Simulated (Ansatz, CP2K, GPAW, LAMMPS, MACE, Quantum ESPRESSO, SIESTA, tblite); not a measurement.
**Amorphous 29Ga2O3-71GeO2 (mol %) (86 atoms), the geometry as built**

86 atoms (14 Fe, 17 Ge, 55 O) placed at random at 3.54 g/cm³, melted at 5000 K for 10 ps at fixed volume with the Morse and Coulomb pair potential with partial charges (Pedone, Malavasi, Menziani, Cormack and Segre, J. Phys. Chem. B 110, 11780 (2006)). Quenched from 5000 K to 300 K at 100 K/ps and fixed volume, held 5 ps, then minimised at fixed cell. Then Fe was replaced by Ga and the cell scaled by 1.006 (the potential has no terms for the new elements, so the cell is a start for a DFT relaxation).

This is the geometry as built. Method: machine-learned interatomic potential MACE MP-0b3 medium, trained on PBE(+U) plane-wave data (MACE MP-0b3 medium); published weights, no electronic structure; density 3.71 g/cm³.

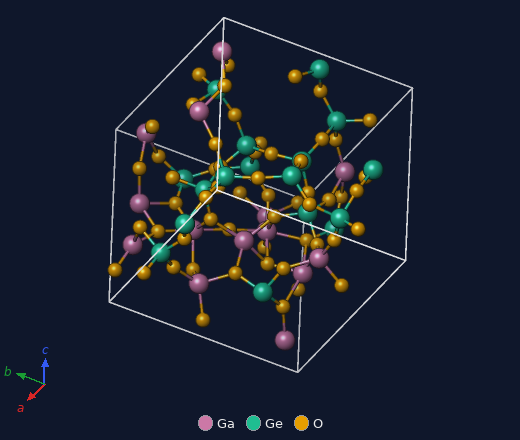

The structure (gallium pink, germanium teal, oxygen orange). Bonds to atoms that aren't drawn are left out. Some periodic images of atoms are drawn too.

Cell vectors (Å):

```
11.142 0.000 0.000
0.000 11.142 0.000
0.000 0.000 11.142
```

Positions in Å, forces in eV/Å:

```tsv
atom	x	y	z	fx	fy	fz
Ga1	9.002	3.279	6.398	-0.553	-0.158	0.058
Ga2	8.914	10.572	9.692	-0.005	-0.735	-0.016
Ga3	9.956	6.596	2.277	0.382	-0.049	-1.108
Ga4	10.732	2.377	8.827	1.140	0.928	0.390
Ga5	5.110	2.273	2.528	-0.190	-0.250	-0.198
Ga6	0.761	10.753	9.601	1.348	-0.389	-0.842
Ga7	10.235	1.299	0.956	0.684	0.248	1.669
Ga8	10.487	10.251	3.635	-0.136	1.202	-0.158
Ga9	5.336	0.852	8.841	-0.700	0.673	-1.362
Ga10	9.968	7.043	5.569	-0.366	-0.099	0.646
Ga11	10.715	9.822	6.616	-0.030	0.234	-0.016
Ga12	2.737	10.875	6.965	-0.542	-0.373	-0.943
Ga13	8.103	1.572	3.791	-0.194	0.539	0.434
Ga14	8.194	5.017	4.542	-0.181	-0.800	0.688
Ge15	3.805	9.317	9.695	-0.103	-0.238	-0.050
Ge16	7.725	0.048	7.022	-0.511	-0.058	-0.481
Ge17	0.662	5.080	10.702	-0.601	-0.096	-0.697
Ge18	10.476	7.445	9.012	-0.773	-1.069	0.743
Ge19	5.146	10.156	1.559	0.057	-0.003	0.667
Ge20	2.695	2.869	9.582	-0.130	0.018	-0.750
Ge21	1.568	5.964	4.045	1.286	-0.702	0.199
Ge22	8.138	4.866	9.362	0.295	1.003	-0.402
Ge23	8.301	9.777	1.899	-0.619	-0.126	-0.625
Ge24	5.792	2.674	5.750	0.226	0.554	0.787
Ge25	3.633	8.746	4.220	1.024	0.414	0.575
Ge26	0.654	1.736	5.579	1.011	-0.699	-0.671
Ge27	8.005	3.902	1.551	-0.628	-0.774	-0.881
Ge28	1.633	3.025	2.555	0.004	-0.497	0.514
Ge29	5.411	6.606	8.242	0.272	0.028	-0.775
Ge30	3.195	4.535	6.630	1.435	-0.328	0.516
Ge31	6.758	8.195	5.603	-1.171	0.401	0.945
O32	8.558	5.243	2.588	0.550	1.602	1.023
O33	11.008	0.228	5.178	-1.102	-2.014	-0.390
O34	5.738	1.489	7.027	-0.100	-1.289	1.485
O35	2.172	1.344	6.257	1.844	-0.401	0.917
O36	4.294	3.514	5.720	-1.242	0.207	-0.824
O37	2.177	4.164	10.653	1.298	0.595	1.252
O38	7.973	7.123	4.923	1.261	-0.847	-0.720
O39	8.728	2.302	1.736	0.864	-1.488	0.157
O40	1.516	1.570	9.392	-1.870	-0.885	-0.271
O41	2.007	5.235	5.577	-0.661	-0.086	0.794
O42	1.003	10.386	7.705	-0.107	-0.167	0.250
O43	9.488	5.206	6.026	-0.466	0.376	-1.109
O44	4.044	10.538	8.400	0.653	1.256	-1.277
O45	6.430	3.612	2.178	-1.504	-0.136	0.339
O46	8.533	10.588	0.406	0.444	1.137	-2.047
O47	10.337	8.892	4.953	0.318	0.278	0.630
O48	1.791	4.749	2.856	0.342	0.796	-0.951
O49	8.576	10.893	3.260	-0.002	1.008	1.431
O50	8.574	3.499	8.329	0.740	-0.991	-0.585
O51	2.176	9.621	10.084	-1.939	-0.085	0.725
O52	4.735	9.889	11.035	0.562	0.058	-0.170
O53	3.993	9.614	2.743	-1.085	-0.239	-0.144
O54	10.250	0.859	10.019	0.096	-0.448	0.120
O55	6.133	1.864	4.241	0.112	-1.074	-2.084
O56	0.640	6.508	9.639	1.554	0.501	-0.321
O57	2.990	9.711	5.497	-0.588	0.594	0.834
O58	6.427	7.499	7.155	0.544	0.111	0.523
O59	2.535	7.405	3.946	0.030	0.213	-0.608
O60	4.517	7.832	9.137	-0.271	-0.286	0.648
O61	4.246	5.758	7.292	-0.282	0.551	-0.119
O62	11.008	6.401	3.942	-1.552	0.692	-0.054
O63	5.238	8.242	4.777	0.104	-0.579	-0.584
O64	6.975	3.964	5.749	1.447	1.468	0.325
O65	10.884	3.912	9.809	-1.491	-1.159	-0.883
O66	4.221	2.075	9.691	1.632	-0.552	0.584
O67	9.352	8.432	2.194	1.188	-1.712	0.486
O68	8.189	1.377	6.048	0.471	1.161	-1.265
O69	0.519	2.550	1.320	-0.560	-0.231	-0.804
O70	7.267	9.823	6.059	-0.228	-0.294	-0.946
O71	8.997	3.158	4.333	0.053	-0.367	0.473
O72	6.643	9.338	1.915	-0.394	-1.464	0.271
O73	10.932	5.742	0.901	-0.701	0.631	1.593
O74	0.920	2.505	4.078	-0.592	0.370	0.393
O75	10.520	7.829	7.309	0.152	0.494	-2.429
O76	5.556	0.657	1.721	0.159	1.839	0.112
O77	6.516	5.488	8.994	-0.375	-0.428	0.641
O78	10.915	10.986	1.980	0.038	-0.174	0.020
O79	7.147	0.039	8.729	-0.612	0.168	1.470
O80	9.125	6.334	9.220	-0.694	0.124	0.125
O81	10.261	9.069	9.666	-0.023	1.719	0.724
O82	10.802	2.404	6.876	-1.566	1.245	1.364
O83	3.249	2.442	2.432	1.717	-0.344	-0.192
O84	2.646	3.703	8.039	-0.886	0.240	-0.649
O85	9.312	10.668	7.627	1.008	-0.592	1.090
O86	8.091	4.350	11.033	-0.017	0.098	-0.223
```

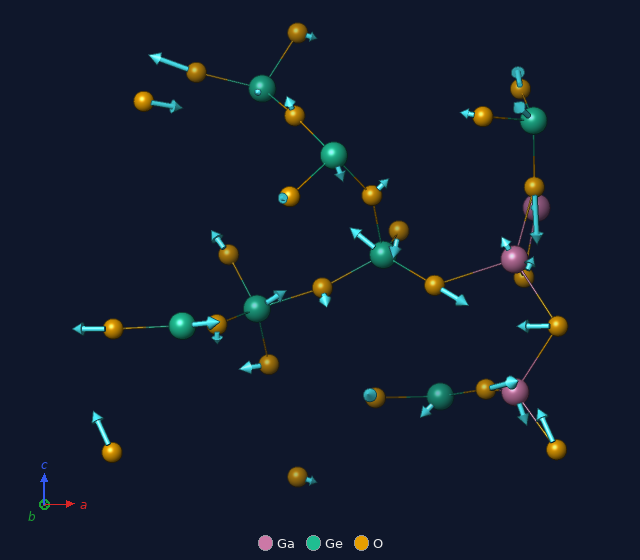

The forces as arrows, the longest 2.48 eV/Å. Drawn is a slice 5 Å thick, seen along the normal of the ac plane. Bonds to atoms that aren't drawn are left out.

The quench rate of 100 K/ps is many orders above laboratory rates, so the cell is likely richer in defects and strain than a real sample. The network of bonds at the start is that of the classical potential that made the cell, and needn't be the one that DFT or experiment would give.

The r.m.s. force component is 0.823 eV/Å; the longest force, 2.48 eV/Å, acts on O75.

[Logs are printed without paths, hosts, clocks, repeated set-up lines and the standing remarks that a program may print on its own settings, such as how far it seeks lower states.]

[Hosts, paths, dates, database ids (printed as entryN), source tags and the programs' standing remarks are cut or masked in the printed files.]
